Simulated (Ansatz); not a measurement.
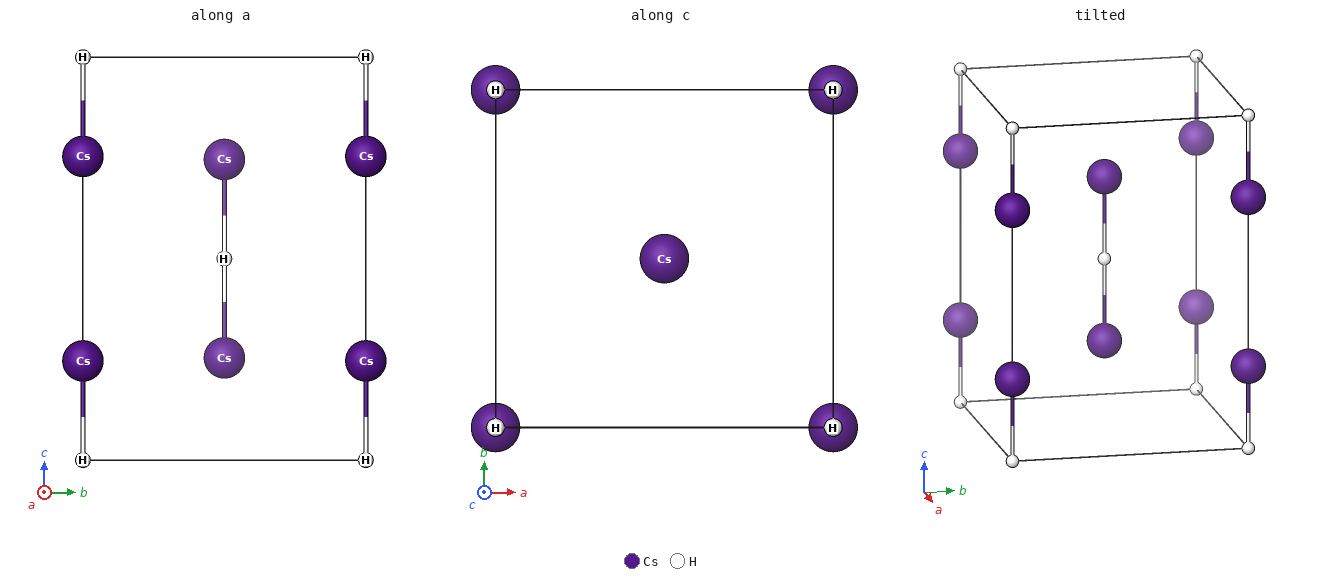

We look at a ball-and-stick model of the crystal along the a axis, along the c axis and slightly off an axis. One conventional unit cell is framed, with atoms on its boundary repeated.

Cell constants: a = 7.51 Å, b = 7.51 Å, c = 10.69 Å, α = 90.00°, β = 90.00°, γ = 90.00°.

Sticks mark Cs–H up to 3.32 Å (cut-off distances).

Question: What composition does the cell have?

Answer: Cs2H. The cell holds 4 Cs, 2 H, counting shared atoms by their share.

Question: Identify the space group.

Answer: I4/mmm (No. 139), with Cs on 4e and H on 2a.

Question: What is the coordination of Cs?

Answer: One H at about 2.6 Å.

Question: What does the coordination shell of H look like?

Answer: Each H has two Cs in a linear arrangement at about 2.6 Å.

Question: Describe the bonded network.

Answer: The bonds build separate Cs2H groups.

Origin of the cell: a textbook structure type filled with these elements (whether it is the usual form wasn't checked). Atoms and cell were optimised with DFT PBE, scalar-relativistic, plane waves, PAW in Ansatz 0.2.0.
